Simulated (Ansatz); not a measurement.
Nudged elastic band, with input and output: CH6BFO

CH6BFO, computed with RHF/def2-SVP (Ansatz 0.2.0).

It belongs to a series of runs on one base structure; here: band between the two ends. Figures and captions count atoms from 1; the log counts them from 0 in places.

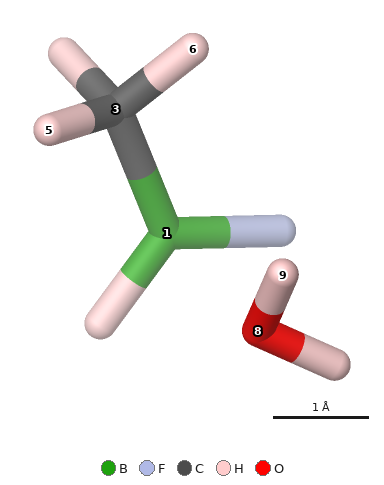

The starting structure (stick view, seen at an oblique angle; atoms are numbered from 1 in the order of the input). Bond lengths as drawn: B–C 1.58 Å, B–F 1.34 Å, B–H 1.20 Å, C–H 1.09 to 1.10 Å and H–O 0.95 Å.

The input
```yaml
crystal:
  periodic: [false, false, false]
  atoms:
    - { symbol: B, position_ang: [0.052734, -0.275382, 0.014303] }
    - { symbol: F, position_ang: [0.064971, -0.800422, 1.242116] }
    - { symbol: C, position_ang: [1.415584, -0.1192, -0.76189] }
    - { symbol: H, position_ang: [1.602965, -1.048405, -1.31266] }
    - { symbol: H, position_ang: [1.379368, 0.685195, -1.498962] }
    - { symbol: H, position_ang: [2.264713, 0.038767, -0.092773] }
    - { symbol: H, position_ang: [-1.019167, -0.18599, -0.517299] }
    - { symbol: O, position_ang: [-0.065552, 1.907925, 0.92399] }
    - { symbol: H, position_ang: [0.763996, 2.351515, 1.029998] }
    - { symbol: H, position_ang: [-0.384611, 1.742497, 1.800777] }
basis:
  gaussian: { orbitals: def2-SVP }
hamiltonian:
  xc: hf
neb:
  order_check: false
  images: 5
  f_tol: 0.03
  max_iterations: 60
  final_atoms:
    - { symbol: B, position_ang: [0.40289063, 0.17139084, -0.17188328] }
    - { symbol: F, position_ang: [-1.73482204, 0.97525217, 2.63598318] }
    - { symbol: C, position_ang: [1.63089252, 0.09904368, -1.15928629] }
    - { symbol: H, position_ang: [1.97701904, -0.93640731, -1.23562421] }
    - { symbol: H, position_ang: [1.31359718, 0.38727052, -2.16586758] }
    - { symbol: H, position_ang: [2.48105191, 0.72422182, -0.87424657] }
    - { symbol: H, position_ang: [-0.60578307, -0.44641511, -0.37278543] }
    - { symbol: O, position_ang: [0.40978219, 0.92643717, 0.95772334] }
    - { symbol: H, position_ang: [1.20373149, 1.41456001, 1.11858982] }
    - { symbol: H, position_ang: [-1.00335884, 0.98114621, 2.09499701] }
  initial_path:
    images:
      - { positions_ang: [[0.052734, -0.275382, 0.014303], [0.064971, -0.800422, 1.242116], [1.415584, -0.1192, -0.76189], [1.602965, -1.048405, -1.31266], [1.379368, 0.685195, -1.498962], [2.264713, 0.038767, -0.092773], [-1.019167, -0.18599, -0.517299], [-0.065552, 1.907925, 0.92399], [0.763996, 2.351515, 1.029998], [-0.384611, 1.742497, 1.800777]] }
      - { positions_ang: [[0.03092802, -0.17653257, 0.00546862], [0.02891192, -0.52771632, 1.3805831], [1.40588936, -0.08762718, -0.77021115], [1.62973919, -1.05925983, -1.19305779], [1.34800845, 0.62010117, -1.58770786], [2.23082778, 0.18777659, -0.12174768], [-1.02329055, -0.10479699, -0.55348256], [-0.00727416, 1.81777712, 0.79355362], [0.67322768, 2.11771777, 1.17581684], [-0.24196671, 1.50906023, 1.69838485]] }
      - { positions_ang: [[0.00912205, -0.07768313, -0.00336576], [-0.00714715, -0.25501063, 1.51905021], [1.39619472, -0.05605435, -0.77853229], [1.65651339, -1.07011467, -1.07345558], [1.3166489, 0.55500734, -1.67645371], [2.19694257, 0.33678618, -0.15072237], [-1.02741409, -0.02360398, -0.58966611], [0.05100368, 1.72762923, 0.66311724], [0.58245937, 1.88392054, 1.32163569], [-0.09932241, 1.27562347, 1.59599269]] }
      - { positions_ang: [[-0.01268393, 0.0211663, -0.01220014], [-0.04320623, 0.01769505, 1.65751731], [1.38650008, -0.02448153, -0.78685344], [1.68328758, -1.0809695, -0.95385337], [1.28528934, 0.48991351, -1.76519957], [2.16305735, 0.48579578, -0.17969705], [-1.03153764, 0.05758904, -0.62584967], [0.10928151, 1.63748135, 0.53268086], [0.49169105, 1.6501233, 1.46745453], [0.04332188, 1.0421867, 1.49360054]] }
      - { positions_ang: [[0.12584092, 0.07124115, -0.06542785], [-0.60707817, 0.33688076, 1.9836726], [1.46796423, 0.01669354, -0.91099772], [1.78119807, -1.03278211, -1.04777699], [1.29472529, 0.45569918, -1.89875557], [2.26905554, 0.56527112, -0.41121356], [-0.88961945, -0.11041235, -0.54149492], [0.20944841, 1.40046662, 0.67436169], [0.72903786, 1.57160221, 1.3511663], [-0.30557169, 1.02183987, 1.69406603]] }
      - { positions_ang: [[0.26436577, 0.12131599, -0.11865556], [-1.1709501, 0.65606646, 2.30982789], [1.54942837, 0.05786861, -1.035142], [1.87910855, -0.98459471, -1.1417006], [1.30416123, 0.42148485, -2.03231158], [2.37505372, 0.64474647, -0.64273006], [-0.74770126, -0.27841373, -0.45714018], [0.3096153, 1.1634519, 0.81604251], [0.96638467, 1.49308111, 1.23487806], [-0.65446527, 1.00149304, 1.89453152]] }
      - { positions_ang: [[0.40289063, 0.17139084, -0.17188328], [-1.73482204, 0.97525217, 2.63598318], [1.63089252, 0.09904368, -1.15928629], [1.97701904, -0.93640731, -1.23562421], [1.31359718, 0.38727052, -2.16586758], [2.48105191, 0.72422182, -0.87424657], [-0.60578307, -0.44641511, -0.37278543], [0.40978219, 0.92643717, 0.95772334], [1.20373149, 1.41456001, 1.11858982], [-1.00335884, 0.98114621, 2.09499701]] }
```

Launched with:
```bash
ansatz run input.yaml --threads 1 --pin off --max-ram 2048MiB --backend cpu --events-out ev --progress --plain --runs-dir out
```

Log
```
Engine: ansatz 0.2.0, x86_64-unknown-linux-gnu
Functional definition: HF
  exchange = exact_x
  correlation = 0
936 factors; integrals over basis functions are off by at most 5.0e-4 eV
mean field evaluation 1: about -6533.3858 eV, gradient 3.9e1 eV
mean field evaluation 2: about -6533.5006 eV, gradient 3.9e1 eV
mean field evaluation 4: about -6536.7641 eV, gradient 3.2e0 eV
mean field evaluation 8: about -6536.8052 eV, gradient 1.7e-4 eV
mean field -6536.80515957 eV, -240.2231588085 hartree, gradient 3.3e-5 eV, S^2 0.000000; 0 other end points of the search recorded, 0 dependent functions left out
the calculation of the forces begins
reference -6536.80515957 eV, -240.2231588085 hartree; 17, 17 occupied and 69, 69 virtual orbitals, 936 factors
933 factors; integrals over basis functions are off by at most 1.1e-3 eV
mean field evaluation 16: about -6536.7408 eV, gradient 9.3e-1 eV
mean field -6536.74998038 eV, -240.2211310106 hartree, gradient 3.6e-5 eV, S^2 0.000000; 0 other end points of the search recorded, 0 dependent functions left out
[... from here on the field's lines of each further geometry are left out, up to the last ...]
NEB iter   1: max|band force component| = 1.492e1 eV/Å  barrier→ = 6.3890 eV  barrier← = 6.3338 eV  Δτ_max = 0.1987 Å  (243 SCF iters)
NEB iter   2: max|band force component| = 3.840e0 eV/Å  barrier→ = 3.9631 eV  barrier← = 3.9080 eV  Δτ_max = 0.1998 Å  (178 SCF iters)
NEB iter   3: max|band force component| = 2.863e0 eV/Å  barrier→ = 2.8279 eV  barrier← = 2.7727 eV  Δτ_max = 0.1994 Å  (161 SCF iters)
NEB iter   4: max|band force component| = 2.630e0 eV/Å  barrier→ = 1.7747 eV  barrier← = 1.7195 eV  Δτ_max = 0.1993 Å  (169 SCF iters)
NEB iter   5: max|band force component| = 2.421e0 eV/Å  barrier→ = 1.5666 eV  barrier← = 1.5114 eV  Δτ_max = 0.1409 Å  (171 SCF iters)
NEB iter   6: max|band force component| = 1.787e0 eV/Å  barrier→ = 1.5495 eV  barrier← = 1.4944 eV  Δτ_max = 0.2000 Å  (165 SCF iters)
NEB iter   7: max|band force component| = 1.403e0 eV/Å  barrier→ = 1.3201 eV  barrier← = 1.2650 eV  Δτ_max = 0.1970 Å  (170 SCF iters)
NEB iter   8: max|band force component| = 1.509e0 eV/Å  barrier→ = 1.0593 eV  barrier← = 1.0042 eV  Δτ_max = 0.1001 Å  (169 SCF iters)
NEB iter   9: max|band force component| = 9.615e-1 eV/Å  barrier→ = 0.9872 eV  barrier← = 0.9321 eV  Δτ_max = 0.1000 Å  (169 SCF iters)
NEB iter  10: max|band force component| = 1.392e0 eV/Å  barrier→ = 0.8417 eV  barrier← = 0.7865 eV  CI = image 2  Δτ_max = 0.1991 Å  (167 SCF iters)
NEB iter  11: max|band force component| = 1.502e0 eV/Å  barrier→ = 1.2221 eV  barrier← = 1.1669 eV  CI = image 2  Δτ_max = 0.1975 Å  (162 SCF iters)
NEB iter  12: max|band force component| = 1.041e0 eV/Å  barrier→ = 1.4807 eV  barrier← = 1.4255 eV  CI = image 2  Δτ_max = 0.1010 Å  (168 SCF iters)
NEB iter  13: max|band force component| = 6.060e-1 eV/Å  barrier→ = 1.4467 eV  barrier← = 1.3915 eV  CI = image 2  Δτ_max = 0.1010 Å  (165 SCF iters)
NEB iter  14: max|band force component| = 6.576e-1 eV/Å  barrier→ = 1.4186 eV  barrier← = 1.3634 eV  CI = image 2  Δτ_max = 0.0503 Å  (168 SCF iters)
NEB iter  15: max|band force component| = 2.934e-1 eV/Å  barrier→ = 1.4106 eV  barrier← = 1.3554 eV  CI = image 2  Δτ_max = 0.1001 Å  (167 SCF iters)
NEB iter  16: max|band force component| = 1.625e-1 eV/Å  barrier→ = 1.3950 eV  barrier← = 1.3398 eV  CI = image 2  Δτ_max = 0.1000 Å  (163 SCF iters)
NEB iter  17: max|band force component| = 1.636e-1 eV/Å  barrier→ = 1.3839 eV  barrier← = 1.3287 eV  CI = image 2  Δτ_max = 0.1000 Å  (163 SCF iters)
NEB iter  18: max|band force component| = 4.214e-1 eV/Å  barrier→ = 1.3767 eV  barrier← = 1.3215 eV  CI = image 2  Δτ_max = 0.0503 Å  (164 SCF iters)
NEB iter  19: max|band force component| = 3.226e-1 eV/Å  barrier→ = 1.3746 eV  barrier← = 1.3194 eV  CI = image 2  Δτ_max = 0.0500 Å  (166 SCF iters)
NEB iter  20: max|band force component| = 1.408e-1 eV/Å  barrier→ = 1.3739 eV  barrier← = 1.3187 eV  CI = image 2  Δτ_max = 0.1003 Å  (165 SCF iters)
NEB iter  21: max|band force component| = 3.541e-1 eV/Å  barrier→ = 1.3737 eV  barrier← = 1.3186 eV  CI = image 2  Δτ_max = 0.0500 Å  (166 SCF iters)
NEB iter  22: max|band force component| = 1.360e-1 eV/Å  barrier→ = 1.3737 eV  barrier← = 1.3185 eV  CI = image 2  Δτ_max = 0.1002 Å  (167 SCF iters)
NEB iter  23: max|band force component| = 5.546e-2 eV/Å  barrier→ = 1.3736 eV  barrier← = 1.3184 eV  CI = image 2  Δτ_max = 0.1512 Å  (166 SCF iters)
NEB iter  24: max|band force component| = 7.829e-2 eV/Å  barrier→ = 1.3736 eV  barrier← = 1.3184 eV  CI = image 2  Δτ_max = 0.0759 Å  (166 SCF iters)
NEB iter  25: max|band force component| = 6.629e-2 eV/Å  barrier→ = 1.3736 eV  barrier← = 1.3184 eV  CI = image 2  Δτ_max = 0.0759 Å  (165 SCF iters)
NEB iter  26: max|band force component| = 5.377e-2 eV/Å  barrier→ = 1.3736 eV  barrier← = 1.3184 eV  CI = image 2  Δτ_max = 0.0759 Å  (167 SCF iters)
NEB iter  27: max|band force component| = 1.539e-1 eV/Å  barrier→ = 1.3736 eV  barrier← = 1.3184 eV  CI = image 2  Δτ_max = 0.0381 Å  (166 SCF iters)
NEB iter  28: max|band force component| = 3.045e-1 eV/Å  barrier→ = 1.3736 eV  barrier← = 1.3184 eV  CI = image 2  Δτ_max = 0.0190 Å  (166 SCF iters)
NEB iter  29: max|band force component| = 7.978e-2 eV/Å  barrier→ = 1.3736 eV  barrier← = 1.3184 eV  CI = image 2  Δτ_max = 0.0379 Å  (167 SCF iters)
NEB iter  30: max|band force component| = 3.223e-2 eV/Å  barrier→ = 1.3736 eV  barrier← = 1.3184 eV  CI = image 2  Δτ_max = 0.0759 Å  (168 SCF iters)
NEB iter  31: max|band force component| = 3.777e-2 eV/Å  barrier→ = 1.3736 eV  barrier← = 1.3184 eV  CI = image 2  Δτ_max = 0.0379 Å  (165 SCF iters)
NEB iter  32: max|band force component| = 3.840e-2 eV/Å  barrier→ = 1.3736 eV  barrier← = 1.3184 eV  CI = image 2  Δτ_max = 0.0189 Å  (167 SCF iters)
NEB iter  33: max|band force component| = 3.363e-2 eV/Å  barrier→ = 1.3736 eV  barrier← = 1.3184 eV  CI = image 2  Δτ_max = 0.0189 Å  (168 SCF iters)
NEB iter  34: max|band force component| = 3.353e-2 eV/Å  barrier→ = 1.3736 eV  barrier← = 1.3184 eV  CI = image 2  Δτ_max = 0.0379 Å  (168 SCF iters)
NEB iter  35: max|band force component| = 3.300e-2 eV/Å  barrier→ = 1.3736 eV  barrier← = 1.3184 eV  CI = image 2  Δτ_max = 0.0379 Å  (165 SCF iters)
NEB iter  36: max|band force component| = 1.466e-1 eV/Å  barrier→ = 1.3736 eV  barrier← = 1.3184 eV  CI = image 2  Δτ_max = 0.0189 Å  (166 SCF iters)
NEB iter  37: max|band force component| = 1.344e-1 eV/Å  barrier→ = 1.3736 eV  barrier← = 1.3184 eV  CI = image 2  Δτ_max = 0.0189 Å  (169 SCF iters)
NEB iter  38: max|band force component| = 3.125e-2 eV/Å  barrier→ = 1.3736 eV  barrier← = 1.3184 eV  CI = image 2  Δτ_max = 0.0379 Å  (171 SCF iters)
the calculation of the forces begins
reference -6536.71871773 eV, -240.2199821294 hartree; 17, 17 occupied and 69, 69 virtual orbitals, 933 factors
936 factors; integrals over basis functions are off by at most 1.8e-3 eV
mean field -6535.43154439 eV, -240.1726793819 hartree, gradient 6.8e-5 eV, S^2 0.000000; 1 other end points of the search recorded, 0 dependent functions left out
the calculation of the forces begins
reference -6535.43154439 eV, -240.1726793819 hartree; 17, 17 occupied and 69, 69 virtual orbitals, 936 factors
NEB iter  39: max|band force component| = 2.621e-2 eV/Å  barrier→ = 1.3736 eV  barrier← = 1.3184 eV  CI = image 2  Δτ_max = 0.0000 Å  (383 SCF iters)
```

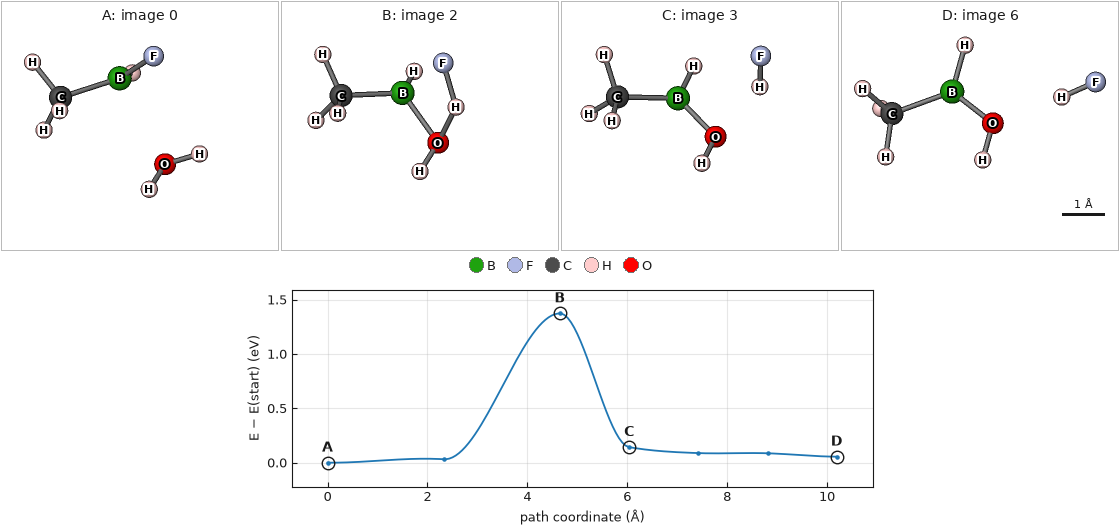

Images of the last band (counted from 0; ball-and-stick, seen at a tilt) above the energy along the path; the line is a cubic interpolation that uses the forces. The highest image is number 2, 1.374 eV above the start and 1.318 eV above the end (the climbing image); the end lies 0.055 eV above the start. The path is 10.20 Å long. The band converged in 39 iterations.

```
Total energy: -6535.43154439 eV, -240.1726793819 hartree
Atom 0 at     0.030529     0.565926    -0.087513 Å, force     0.000027     0.000034    -0.000052 eV/Å
Atom 1 at    -0.512094    -0.573536     1.032649 Å, force    -0.000029    -0.000079     0.000018 eV/Å
Atom 2 at     1.390534     0.082800    -0.733847 Å, force    -0.000004     0.000002     0.000006 eV/Å
Atom 3 at     2.137179    -0.215180     0.008755 Å, force    -0.000001     0.000002    -0.000001 eV/Å
Atom 4 at     1.222333    -0.768661    -1.396217 Å, force    -0.000002    -0.000001     0.000002 eV/Å
Atom 5 at     1.820148     0.883464    -1.344490 Å, force    -0.000002    -0.000001    -0.000001 eV/Å
Atom 6 at    -0.925557     0.840744    -0.750037 Å, force     0.000001    -0.000000     0.000006 eV/Å
Atom 7 at     0.145785     1.447141     1.140379 Å, force    -0.000009    -0.000006     0.000007 eV/Å
Atom 8 at     1.035230     1.638116     1.402732 Å, force     0.000000    -0.000004     0.000004 eV/Å
Atom 9 at    -0.269087     0.395686     1.555189 Å, force     0.000017     0.000053     0.000012 eV/Å
Dipole moment:     0.445029     0.262815     0.230112 e Å
this run last wrote the band of iteration 39 to [file]
```

The last band as extended XYZ (Å, eV, eV/Å)
```
10
Properties=species:S:1:pos:R:3:forces:R:3 image=0 energy=-6536.80516
B     0.0527   -0.2754    0.0143    0.0068  -0.0056   0.0106
F     0.0650   -0.8004    1.2421   -0.0018   0.0047  -0.0182
C     1.4156   -0.1192   -0.7619    0.0005   0.0068   0.0023
H     1.6030   -1.0484   -1.3127   -0.0028  -0.0007   0.0017
H     1.3794    0.6852   -1.4990   -0.0007  -0.0031   0.0027
H     2.2647    0.0388   -0.0928   -0.0026  -0.0013  -0.0021
H    -1.0192   -0.1860   -0.5173    0.0008  -0.0023   0.0042
O    -0.0656    1.9079    0.9240    0.0105   0.0081   0.0290
H     0.7640    2.3515    1.0300   -0.0188  -0.0118  -0.0020
H    -0.3846    1.7425    1.8008    0.0084   0.0052  -0.0283
10
Properties=species:S:1:pos:R:3:forces:R:3 image=1 energy=-6536.77370
B    -0.0092   -0.2318   -0.1964    0.0040   0.0114   0.0067
F    -0.1540   -0.9386    0.9182   -0.0011   0.0088   0.0032
C     1.3925   -0.1665   -0.9110   -0.0031   0.0018   0.0023
H     2.1314   -0.8273   -0.4533    0.0041   0.0170   0.0092
H     1.2985   -0.4208   -1.9705   -0.0038  -0.0120   0.0102
H     1.7672    0.8599   -0.8695   -0.0051   0.0050  -0.0147
H    -1.0118    0.2252   -0.6728    0.0010   0.0100   0.0022
O     0.1984    1.9454    1.2800    0.0005  -0.0075  -0.0188
H     0.9784    2.0093    1.8114   -0.0046  -0.0238   0.0096
H    -0.5165    1.8418    1.8914    0.0081  -0.0109  -0.0100
10
Properties=species:S:1:pos:R:3:forces:R:3 image=2 energy=-6535.43154
B     0.0305    0.5659   -0.0875    0.0000   0.0000  -0.0001
F    -0.5121   -0.5735    1.0326    0.0000  -0.0001   0.0000
C     1.3905    0.0828   -0.7338    0.0000   0.0000   0.0000
H     2.1372   -0.2152    0.0088    0.0000   0.0000   0.0000
H     1.2223   -0.7687   -1.3962    0.0000   0.0000   0.0000
H     1.8201    0.8835   -1.3445    0.0000   0.0000   0.0000
H    -0.9256    0.8407   -0.7500    0.0000   0.0000   0.0000
O     0.1458    1.4471    1.1404    0.0000   0.0000   0.0000
H     1.0352    1.6381    1.4027    0.0000   0.0000   0.0000
H    -0.2691    0.3957    1.5552    0.0000   0.0001   0.0000
10
Properties=species:S:1:pos:R:3:forces:R:3 image=3 energy=-6536.66231
B     0.2268    0.8245   -0.2839    0.0156   0.0244  -0.0092
F    -0.9283   -0.6946    1.9727   -0.0345  -0.0085   0.0649
C     1.5163    0.1494   -0.8876    0.0103   0.0099  -0.0130
H     2.3257    0.0168   -0.1647    0.0134   0.0154  -0.0141
H     1.2780   -0.8231   -1.3235    0.0042   0.0023  -0.0002
H     1.8934    0.7734   -1.7054    0.0098  -0.0037  -0.0238
H    -0.8335    0.7965   -0.8434    0.0080   0.0023  -0.0076
O     0.2423    1.5013    0.8990    0.0084  -0.0020  -0.0184
H     1.0956    1.5649    1.3025    0.0045  -0.0143   0.0005
H    -0.7413    0.1875    1.8620   -0.0396  -0.0258   0.0209
10
Properties=species:S:1:pos:R:3:forces:R:3 image=4 energy=-6536.71707
B     0.3228    0.6278   -0.3030    0.0004   0.0010   0.0035
F    -1.5236    0.0445    2.5514   -0.0133   0.0141   0.0080
C     1.5973    0.1279   -1.0863   -0.0088  -0.0087   0.0035
H     2.4505   -0.0941   -0.4395    0.0242   0.0277  -0.0226
H     1.3715   -0.7604   -1.6796    0.0034  -0.0050  -0.0039
H     1.9044    0.9048   -1.7960    0.0018  -0.0029   0.0012
H    -0.7750    0.6141   -0.7860   -0.0003   0.0004  -0.0016
O     0.3969    1.1286    0.9597    0.0010  -0.0142   0.0013
H     1.2662    1.1543    1.3320   -0.0002  -0.0157   0.0053
H    -0.9361    0.5492    2.0749   -0.0083   0.0033   0.0053
10
Properties=species:S:1:pos:R:3:forces:R:3 image=5 energy=-6536.71872
B     0.3263    0.3865   -0.2759    0.0020  -0.0001   0.0033
F    -1.6722    0.6799    2.6644    0.0000   0.0100   0.0011
C     1.6023    0.1072   -1.1660   -0.0035   0.0065  -0.0011
H     2.2357   -0.6452   -0.6821   -0.0019  -0.0025  -0.0032
H     1.3546   -0.2577   -2.1622    0.0030   0.0041  -0.0050
H     2.2127    1.0100   -1.2752    0.0014   0.0021   0.0044
H    -0.7956    0.1448   -0.6232    0.0007  -0.0129   0.0019
O     0.4424    0.9227    0.9694   -0.0011  -0.0026  -0.0015
H     1.3228    1.1211    1.2529    0.0007  -0.0048   0.0009
H    -0.9541    0.8271    2.1254   -0.0014   0.0002  -0.0007
10
Properties=species:S:1:pos:R:3:forces:R:3 image=6 energy=-6536.74998
B     0.4029    0.1714   -0.1719    0.0035  -0.0015  -0.0033
F    -1.7348    0.9753    2.6360   -0.0005   0.0000   0.0006
C     1.6309    0.0990   -1.1593   -0.0033   0.0023   0.0048
H     1.9770   -0.9364   -1.2356   -0.0001  -0.0007  -0.0015
H     1.3136    0.3873   -2.1659    0.0004   0.0005  -0.0006
H     2.4811    0.7242   -0.8742    0.0000  -0.0005   0.0004
H    -0.6058   -0.4464   -0.3728   -0.0004   0.0000   0.0021
O     0.4098    0.9264    0.9577    0.0006   0.0000  -0.0007
H     1.2037    1.4146    1.1186   -0.0003  -0.0003  -0.0007
H    -1.0034    0.9811    2.0950    0.0000   0.0004  -0.0011
```

Summary

- outcome: converged
- barrier, forward: 1.374 eV
- barrier, backward: 1.318 eV
- hardware: 1 thread of Intel Xeon (Granite Rapids), 32 GiB of memory available, shared host
- wall time: 2.7 min
- peak memory: 0.16 GiB

Remarks

The order of the saddle point was not checked.
